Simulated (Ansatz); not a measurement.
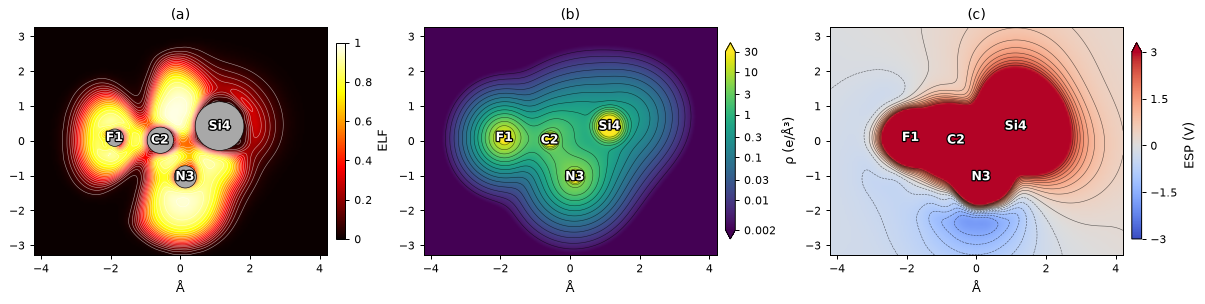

The picture shows: CHF2NSi. (a) ELF; (b) electron density; (c) electrostatic potential on the plane of atoms F1, C2 and N3. Grey discs cover the atomic cores in the ELF map.

Geometry: PBE0-D4/def2-TZVP.

Computed with RKS PBE0-D4/def2-TZVPP in Ansatz.

The calculation's input:

```
crystal:
  periodic: [false, false, false]
  atoms:
    - {symbol: F, position_ang: [1.465742, -1.643887, 0.786242]}
    - {symbol: C, position_ang: [0.546811, -0.816336, 0.353218]}
    - {symbol: N, position_ang: [-0.644301, -1.095940, -0.001736]}
    - {symbol: Si, position_ang: [-0.294483, 0.619113, -0.190424]}
    - {symbol: F, position_ang: [-0.111779, 1.223550, -1.639335]}
    - {symbol: H, position_ang: [-0.919891, 1.649401, 0.645735]}
basis:
  gaussian: {orbitals: def2-TZVPP}
hamiltonian: {xc: pbe0, dispersion: d4}
output: {orbitals: {seedname: orbitals}}
```

Command:

```sh
ansatz run in.yaml --threads 2 --pin off --events-out ev --progress --plain --max-ram 4352MiB
```

> What do the fields say about this system?

The plane passes through F, C, N and Si nuclei.
C–N (1.27 Å): the density is about 2.9 e/Å³ at the midpoint; the ELF peaks at about 0.90 between the atoms (a covalent bond).
C–F (1.31 Å): ρ is about 2.5 e/Å³ halfway; the ELF peaks at about 0.85 between the atoms (a polar covalent bond).
C–Si (1.75 Å): the density is about 0.95 e/Å³ at the midpoint; the ELF peaks at about 0.70 between the atoms.
Si–N (1.76 Å): ρ at the midpoint is about 1.1 e/Å³; the ELF peaks at about 0.85 between the atoms; a shared but strongly polarised pair.
The ELF also peaks beside N3 and F1, away from the bonds: lone-pair regions.
Outside the dense part of the molecule the potential is most negative (−1.9 V) near N3.
